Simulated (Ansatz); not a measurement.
# Profile along the I–Na line in NaI (rock salt)

NaI (rock salt)

```
CELL_PARAMETERS angstrom
      0.00000     3.26452     3.26452
      3.26452     0.00000     3.26452
      3.26452     3.26452     0.00000
ATOMIC_POSITIONS crystal
  I  0.00000 0.00000 0.00000
  Na 0.50000 0.50000 0.50000
```

Fields along a shortest I–Na line of a {100} plane (3.26 Å), from I to Na, interpolated on the slice's grid (step about 0.1 Å). These are PBE (plane waves to 420 eV, PAW, scalar-relativistic; Ansatz, an electronic-structure program) values and carry that method's errors. k mesh 9×9×9. Inside the PAW spheres the values are not all-electron values, and peaks at nuclei hang on which shells count as valence. NaI was relaxed with its symmetry unable to fall. Spin-orbit coupling is left out, though I is heavy.

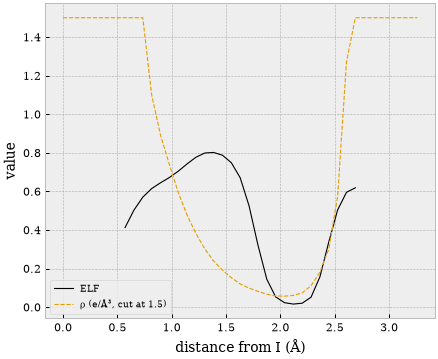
*ELF (away from the nuclei) and valence density from I to Na.*

Density on the I–Na line (3.26 Å) at its density minimum, 2.0 Å from I: 0.06 e/Å³. ELF at that point: 0.02. ELF maximum in the middle third of the I–Na line: 0.80, 1.4 Å from I.
